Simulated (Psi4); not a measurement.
# GaF (SMILES [F][Ga]): CCSD(T)/aug-pcseg-0 (sweep point 1)

Aim: the energy change on altering one bond length of GaF at CCSD(T)/aug-pcseg-0 (sweep point 1), from 2 runs. 

The calculation is run with Psi4 1.11.

## Step 1: The molecule

GaF: 2 atoms, total charge 0, spin state singlet. SMILES: `[F][Ga]`. The shape is that of a PBE0-D4/def2-TZVP optimisation.

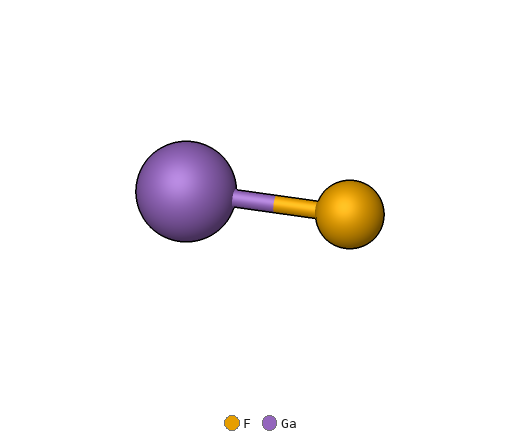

Viewed from a chosen angle; fluorine amber, gallium purple.

## Step 2: The energy at CCSD(T)/aug-pcseg-0 (sweep point 1)

Contents of input.dat:

```
memory 1600 MB

molecule {
  F      0.00000000     0.00000000     0.01190527
  Ga     0.00000000     0.00000000     3.38799548
  units au
  symmetry c1
}

set {
  basis aug-pcseg-0
  reference rhf
  puream true
  scf_type pk
  num_frozen_docc 10
}

e_tot = energy("ccsd(t)")
print_variables()
```

The run is started by

```
$ psi4 -i input.dat -o output.dat -n 1
```

output.dat, cut to the lines that bear on the results:

```text
[...]
  Running in c1 symmetry.
[...]
  Nuclear repulsion =   82.639971874448236
[...]
  Multiplicity = 1
[...]
  Nalpha       = 20
  Nbeta        = 20
[...]
    Number of basis functions: 39
[...]
   @RHF iter   1: -2019.66787558770761   -4.86976e+00   2.57774e-02 ADIIS/DIIS
[...]
   @RHF iter  10: -2020.02264561872948   -1.59162e-12   3.49530e-09 DIIS
[...]
    Orbital Energies [Eh]
    ---------------------
    Doubly Occupied:
       1A   -378.663001     2A    -47.702683     3A    -42.567301
       4A    -42.567301     5A    -42.566319     6A    -26.236089
       7A     -6.350646     8A     -4.550644     9A     -4.550644
      10A     -4.546925    11A     -1.499017    12A     -1.243363
      13A     -1.243363    14A     -1.238320    15A     -1.238320
      16A     -1.230367    17A     -0.633115    18A     -0.579199
      19A     -0.579199    20A     -0.372668
[...]
  @RHF Final Energy: -2020.02264561872948
   => Energetics <=
    Nuclear Repulsion Energy =             82.6399718744482357
    One-Electron Energy =               -2985.0082675121529974
    Two-Electron Energy =                 882.3456500189751068
    Total Energy =                      -2020.0226456187297117
[...]
 Multipole Moments:
 ------------------------------------------------------------------------------------
     Multipole            Electronic (a.u.)      Nuclear  (a.u.)        Total (a.u.)
 ------------------------------------------------------------------------------------
 L = 1.  Multiply by 2.5417464519 to convert [e a0] to [Debye]
 Dipole X            :         -0.0000000            0.0000000           -0.0000000
 Dipole Y            :         -0.0000000            0.0000000           -0.0000000
 Dipole Z            :          2.3725626           -1.2049111            1.1676515
 Magnitude           :                                                    1.1676515
[...]
      * MP2 total energy                      = -2020.201903829819685
[...]
      * CCSD total energy                     = -2020.209602208104343
[...]
      * CCSD(T) total energy                  = -2020.213355886206500
[...]
```

It took 4.5 s on 1 thread of Intel Xeon at 2.70GHz, shared host; peak memory 0.2 GiB.

## Step 3: The distorted shape, same level

Contents of calc.inp:

```
memory 1600 MB

molecule {
  0 1
  F      0.00000000     0.00000000    -2.68898579
  Ga     0.00000000     0.00000000     3.38799548
  units au
  symmetry c1
}

set {
  basis aug-pcseg-0
  puream true
  scf_type pk
  num_frozen_docc 10
}

e_tot, wfn = energy("ccsd(t)", return_wfn=True)
```

The run is started by

```
$ psi4 -i calc.inp -o calc.out -n 1
```

calc.out, cut to the lines that bear on the results:

```text
[...]
  Running in c1 symmetry.
[...]
  Nuclear repulsion =   45.910952758292773
[...]
  Multiplicity = 1
[...]
  Nalpha       = 20
  Nbeta        = 20
[...]
    Number of basis functions: 39
[...]
   @RHF iter   1: -2019.57750093004779   -5.31378e+00   2.67883e-02 DIIS/ADIIS
[...]
   @RHF iter  11: -2019.89939823353689    2.04636e-12   1.81887e-09 DIIS
[...]
    Orbital Energies [Eh]
    ---------------------
    Doubly Occupied:
       1A   -378.760481     2A    -47.799290     3A    -42.663051
       4A    -42.663051     5A    -42.662948     6A    -26.046241
       7A     -6.446613     8A     -4.644049     9A     -4.644049
      10A     -4.642425    11A     -1.335196    12A     -1.335196
      13A     -1.333413    14A     -1.333413    15A     -1.332481
      16A     -1.261010    17A     -0.513786    18A     -0.376790
      19A     -0.376790    20A     -0.367962
[...]
  @RHF Final Energy: -2019.89939823353689
   => Energetics <=
    Nuclear Repulsion Energy =             45.9109527582927726
    One-Electron Energy =               -2910.5442324009295589
    Two-Electron Energy =                 844.7338814090999222
    Total Energy =                      -2019.8993982335368855
[...]
 Multipole Moments:
 ------------------------------------------------------------------------------------
     Multipole            Electronic (a.u.)      Nuclear  (a.u.)        Total (a.u.)
 ------------------------------------------------------------------------------------
 L = 1.  Multiply by 2.5417464519 to convert [e a0] to [Debye]
 Dipole X            :          0.0000000            0.0000000            0.0000000
 Dipole Y            :         -0.0000000            0.0000000           -0.0000000
 Dipole Z            :          7.2561692           -2.1688467            5.0873225
 Magnitude           :                                                    5.0873225
[...]
      * MP2 total energy                      = -2020.089362035049362
[...]
      * CCSD total energy                     = -2020.097722147888817
[...]
      * CCSD(T) total energy                  = -2020.102668589558334
[...]
```

It took 4.8 s on 1 thread of Intel Xeon at 2.70GHz, shared host; peak memory 0.2 GiB.

## Step 4: What came out

At CCSD(T)/aug-pcseg-0 (sweep point 1), 10 core orbitals frozen:

| quantity | value |
| --- | --- |
| first shape: total energy | -2020.21336 Eh |
| first shape: HOMO energy (Hartree–Fock orbitals) | -10.14 eV |
| first shape: LUMO energy (Hartree–Fock orbitals) | 0.49 eV |
| first shape: HOMO–LUMO gap (Hartree–Fock orbitals) | 10.63 eV |
| first shape: correlation energy (10 core orbitals frozen) | -190.7 mEh |
| first shape: (T) correction | -3.75 mEh |
| first shape: T1 diagnostic | 0.014 |
| distorted shape: total energy | -2020.10267 Eh |
| distorted shape: HOMO energy (Hartree–Fock orbitals) | -10.01 eV |
| distorted shape: LUMO energy (Hartree–Fock orbitals) | -1.05 eV |
| distorted shape: HOMO–LUMO gap (Hartree–Fock orbitals) | 8.96 eV |
| distorted shape: correlation energy (10 core orbitals frozen) | -203.3 mEh |
| distorted shape: (T) correction | -4.95 mEh |
| distorted shape: T1 diagnostic | 0.024 |
| energy change with the F1–Ga2 bond stretched from 1.787 to 3.216 Å | 3.012 eV |

With the F1–Ga2 bond stretched from 1.787 to 3.216 Å the energy rises by 3.01 eV (69 kcal/mol). The first shape isn't relaxed at this level, so the change isn't measured from a minimum. The triples (first shape) make up 2.0 % of the correlation energy. The T1 diagnostic (distorted shape) of 0.024 is above the customary mark for such species, so a single reference may not serve. The triples (distorted shape) make up 2.4 % of the correlation energy.
